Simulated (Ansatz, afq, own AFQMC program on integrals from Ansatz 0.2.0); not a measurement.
# SiH+ (triplet): quantum Monte Carlo beside coupled cluster, cc-pVTZ, part 2 of 2

Ansatz 0.2.0, Gaussian basis, and an in-house AFQMC program (afq) on its integrals; all values are calculated; cc-pVTZ, frozen cores. The steps go on from the part before.

## 15. Phaseless AFQMC, CISD trial on UHF

It reads the integrals that the CCSD(T) run on this determinant wrote.

The run is started by

```bash
$ afq ham --method phaseless --trial cisd --walkers 4000 --populations 20 --least-time 60 --time-step 0.005 --steps-per-block 50 --equilibration-blocks 28 --max-blocks 4000 --target-error 0.00012 --factor-cut 1e-05 --start spin_pure --seed 2287 --release-times 0.24,0.51,0.99,1.62,2.4 --release-step 0.03 --release-every 3 --taylor-order 6
```

Log:

```text
orbitals 43  electrons 3 1  factors 270 of 280
reference energy -289.10676195 Eh
CCSD correlation -0.06637259 Eh in 10 cycles, weight of the determinant in the CISD state 0.9421
energy of the start -289.173060 Eh
 block  time / (1/Eh)  mean weight  energy / Eh
     1     0.250  0.9999  -289.173201
     2     0.500  0.9999  -289.173507
     3     0.750  0.9998  -289.173826
     4     1.000  0.9999  -289.174096
     5     1.250  1.0001  -289.174316
     6     1.500  1.0002  -289.174475
     7     1.750  1.0001  -289.174630
     8     2.000  0.9998  -289.174773
     9     2.250  0.9999  -289.174868
    10     2.500  0.9998  -289.174966
    11     2.750  1.0000  -289.174942
    12     3.000  1.0001  -289.175083
    13     3.250  1.0000  -289.175122
    14     3.500  1.0000  -289.175110
    15     3.750  1.0000  -289.175173
    16     4.000  0.9998  -289.175275
    17     4.250  1.0000  -289.175032
    18     4.500  0.9999  -289.175145
    19     4.750  1.0003  -289.175261
    20     5.000  0.9997  -289.175220
    21     5.250  0.9999  -289.175262
    22     5.500  1.0000  -289.175293
    23     5.750  1.0001  -289.175401
    24     6.000  1.0000  -289.175383
    25     6.250  1.0001  -289.175403
    26     6.500  0.9999  -289.175244
    27     6.750  1.0000  -289.175355
    28     7.000  0.9999  -289.175325
    29     7.250  1.0001  -289.175345
    30     7.500  1.0001  -289.175371
    31     7.750  0.9996  -289.175428
    32     8.000  1.0002  -289.175368
    33     8.250  0.9999  -289.175383
    34     8.500  1.0000  -289.175365
    35     8.750  1.0001  -289.175262
    36     9.000  1.0000  -289.175317
    37     9.250  1.0000  -289.175453
    38     9.500  1.0000  -289.175608
    39     9.750  1.0000  -289.175368
    40    10.000  1.0001  -289.175304
    41    10.250  1.0001  -289.175359
    42    10.500  1.0000  -289.175408
    43    10.750  1.0000  -289.175502
    44    11.000  1.0001  -289.175480
    45    11.250  1.0002  -289.175516
    46    11.500  0.9999  -289.175520
    47    11.750  0.9999  -289.175301
    48    12.000  1.0001  -289.175365
    49    12.250  0.9999  -289.175518
    50    12.500  1.0000  -289.175493
    51    12.750  1.0002  -289.175375
    52    13.000  1.0001  -289.175476
    53    13.250  0.9999  -289.175538
    54    13.500  0.9999  -289.175452
    55    13.750  0.9999  -289.175490
    56    14.000  1.0002  -289.175245
    57    14.250  1.0000  -289.175183
    58    14.500  0.9999  -289.175319
    59    14.750  1.0002  -289.175431
    60    15.000  0.9999  -289.175487
    61    15.250  0.9999  -289.175352
    62    15.500  1.0000  -289.175296
    63    15.750  1.0000  -289.175575
    64    16.000  1.0000  -289.175592
    65    16.250  1.0001  -289.175481
    66    16.500  0.9999  -289.175607
    67    16.750  1.0000  -289.175479
    68    17.000  0.9998  -289.175368
    69    17.250  1.0000  -289.175406
    70    17.500  1.0001  -289.175270
    71    17.750  1.0000  -289.175300
    72    18.000  0.9999  -289.175238
    73    18.250  0.9999  -289.175226
    74    18.500  1.0001  -289.175203
    75    18.750  0.9999  -289.175171
    76    19.000  1.0002  -289.175219
    77    19.250  1.0001  -289.175308
    78    19.500  1.0001  -289.175398
error from the spread of 20 populations
released: time / (1/Eh)  energy / Eh  error  mean overlap
  0.24  -289.175454  0.000024  1.0004
  0.51  -289.175520  0.000021  0.9968
  0.99  -289.175527  0.000019  0.9958
  1.62  -289.175555  0.000022  0.9958
  2.40  -289.175595  0.000028  0.9913
energy -289.175390 +/- 0.000028 Eh
```

Run time: 30 s. Hardware: 1 × NVIDIA H100 80GB HBM3 with 2 threads of AMD EPYC 7R13 (Zen 3), shared host; peak host memory 1.6 GiB.

Energy -7868.8632 ± 0.0008 eV. Caveats: constraint bias not in the error.

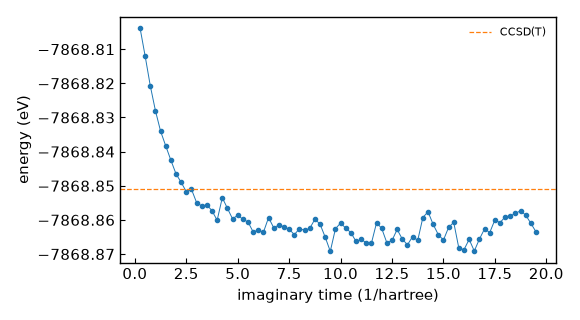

Block energies along the walk.

## 16. Phaseless AFQMC, single-determinant trial on UHF

It reads the integrals that the CCSD(T) run on this determinant wrote.

The run is started by

```bash
$ afq ham --method phaseless --trial hf --walkers 4000 --populations 20 --least-time 40 --time-step 0.005 --steps-per-block 20 --equilibration-blocks 112 --max-blocks 4000 --target-error 0.0006000000000000001 --factor-cut 1e-05 --start spin_pure --seed 2901 --taylor-order 6
```

Log:

```text
orbitals 43  electrons 3 1  factors 270 of 280
reference energy -289.10676195 Eh
CCSD correlation -0.06637259 Eh in 10 cycles, weight of the determinant in the CISD state 0.9421
energy of the start -289.107068 Eh
 block  time / (1/Eh)  mean weight  energy / Eh
     1     0.100  1.0002  -289.118118
     2     0.200  1.0001  -289.126478
     3     0.300  1.0003  -289.133470
     4     0.400  1.0004  -289.138267
     5     0.500  1.0003  -289.142457
     6     0.600  1.0002  -289.146614
     7     0.700  1.0003  -289.150201
     8     0.800  1.0002  -289.152841
     9     0.900  1.0002  -289.155024
    10     1.000  1.0000  -289.157054
    13     1.300  1.0001  -289.161640
    17     1.700  1.0002  -289.165662
    21     2.100  1.0002  -289.168609
    25     2.500  1.0000  -289.170240
    29     2.900  1.0000  -289.173084
    33     3.300  1.0000  -289.172815
    37     3.700  0.9998  -289.173562
    41     4.100  0.9997  -289.173543
    45     4.500  0.9999  -289.173814
    49     4.900  0.9996  -289.173683
    53     5.300  1.0001  -289.174733
    57     5.700  1.0001  -289.175112
    61     6.100  0.9996  -289.175099
    65     6.500  1.0000  -289.174041
    69     6.900  0.9997  -289.173888
    73     7.300  1.0000  -289.173090
    77     7.700  1.0000  -289.172848
    81     8.100  1.0001  -289.173543
    85     8.500  1.0000  -289.172588
    89     8.900  1.0000  -289.173651
    93     9.300  1.0001  -289.173317
    97     9.700  1.0003  -289.173422
   101    10.100  1.0001  -289.175463
   105    10.500  1.0002  -289.173976
   109    10.900  0.9999  -289.175996
   113    11.300  1.0001  -289.175125
   117    11.700  1.0000  -289.173826
   121    12.100  1.0000  -289.172165
   125    12.500  1.0001  -289.173505
   129    12.900  1.0001  -289.174947
   133    13.300  1.0001  -289.174303
   137    13.700  1.0000  -289.174924
   141    14.100  0.9996  -289.173674
   145    14.500  1.0003  -289.174213
   149    14.900  1.0001  -289.173296
   153    15.300  1.0001  -289.173459
   157    15.700  1.0001  -289.173086
   161    16.100  1.0002  -289.173088
   165    16.500  1.0002  -289.173344
   169    16.900  1.0003  -289.175446
   173    17.300  1.0000  -289.175604
   177    17.700  1.0001  -289.174833
   181    18.100  1.0000  -289.175297
   185    18.500  1.0000  -289.174349
   189    18.900  1.0000  -289.173774
error from the spread of 20 populations
energy -289.174076 +/- 0.000359 Eh
```

Run time: 15 s. Hardware: 1 × NVIDIA H100 80GB HBM3 with 2 threads of AMD EPYC 7R13 (Zen 3), shared host; peak host memory 1.6 GiB.

Energy -7868.8275 ± 0.0098 eV. Caveats: constraint bias not in the error.

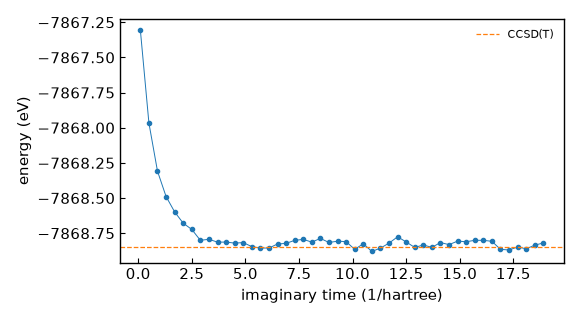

Block energies along the walk.

## 17. Free-projection AFQMC, CISD trial on UHF

It reads the integrals that the CCSD(T) run on this determinant wrote.

The run is started by

```bash
$ afq ham --method free --trial cisd --walkers 4000 --time-step 0.03 --max-blocks 4000 --target-error 0.00024 --factor-cut 1e-05 --seed 8957 --times 0,0.3,0.6,1.2,1.8,2.4,3.6,4.8,6 --taylor-order 8
```

Log:

```text
orbitals 43  electrons 3 1  factors 270 of 280
reference energy -289.10676195 Eh
CCSD correlation -0.06637259 Eh in 10 cycles, weight of the determinant in the CISD state 0.9421
repeat  energy at the last time / Eh  error
    10  -289.175624  0.000041
    20  -289.175600  0.000032
    30  -289.175598  0.000024
time / (1/Eh)  energy / Eh  error  mean overlap
  0.00  -289.173132  0.000001  1.0616
  0.30  -289.174281  0.000006  1.0616
  0.60  -289.174817  0.000006  1.0616
  1.20  -289.175292  0.000007  1.0585
  1.80  -289.175443  0.000009  1.0588
  2.40  -289.175508  0.000012  1.0605
  3.60  -289.175536  0.000016  1.0648
  4.80  -289.175598  0.000017  1.0599
  6.00  -289.175596  0.000024  1.0598
energy -289.175596 +/- 0.000024 Eh
```

It took 26 s on 1 × NVIDIA H100 80GB HBM3 with 2 threads of AMD EPYC 7R13 (Zen 3), shared host; peak host memory 1.6 GiB.

Energy -7868.8688 ± 0.0006 eV. Caveats: remainder of the start not in the error.

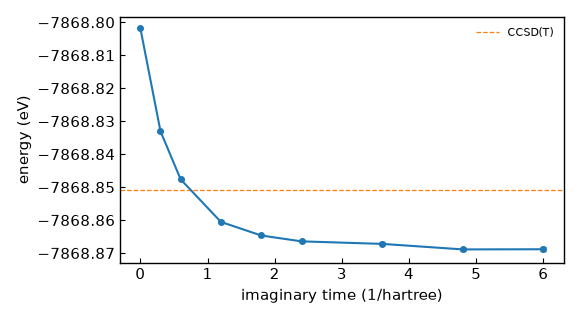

Energy against projection time, with error bars.

## 18. AFQMC on the ladder

The full CI on restricted orbitals is not used as the yardstick for these unrestricted rows.

On the UHF determinant, counted from CCSDT(Q) (a yardstick, not exact):

```tsv
level	energy (eV)	from CCSDT(Q) (kcal/mol)	statistical error (kcal/mol)	time
HF	-7866.9958	+43.20		
MP2	-7868.3315	+12.40		
CCSD	-7868.8019	+1.55		
CCSD(T)	-7868.8510	+0.42		
CCSDT(Q)	-7868.8691	0.00		
Phaseless AFQMC, CISD trial, step 0.005, 4000 walkers	-7868.8632	+0.13	0.02	30 s
Phaseless AFQMC, single-determinant trial, step 0.005, 4000 walkers	-7868.8275	+0.96	0.23	15 s
Free-projection AFQMC, CISD trial, step 0.03, 4000 walkers	-7868.8688	+0.01	0.01	26 s
```

The functionals' totals stand on their own zeros and serve differences with other points: PBE -7876.900 eV; r2SCAN -7880.250 eV; PBE0 -7877.661 eV; B3LYP -7881.575 eV; wB97M-V -7880.361 eV; B2PLYP -7877.785 eV.

## 19. Outcome

This closing draws on all 2 parts.

| quantity | value |
| --- | --- |
| CCSD(T) on UHF from CCSDT(Q) | +0.42 kcal/mol |
| Phaseless AFQMC, CISD trial on UHF from CCSDT(Q) | +0.13 ± 0.02 kcal/mol |
| Phaseless AFQMC, single-determinant trial on UHF from CCSDT(Q) | +0.96 ± 0.23 kcal/mol |
| Free-projection AFQMC, CISD trial on UHF from CCSDT(Q) | +0.01 ± 0.01 kcal/mol |

What this shows: On UHF the phaseless walk with the CISD trial lies +0.13 kcal/mol from CCSDT(Q), 8 times its error bar. A single-determinant trial moves the result by +0.83 kcal/mol. Free projection has no constraint; at the last time it gives +0.01 ± 0.01 kcal/mol, and from a start that isn't spin pure other spins can mix in. Error bars are statistical and leave out the constraint, the time step and what remains of the start.
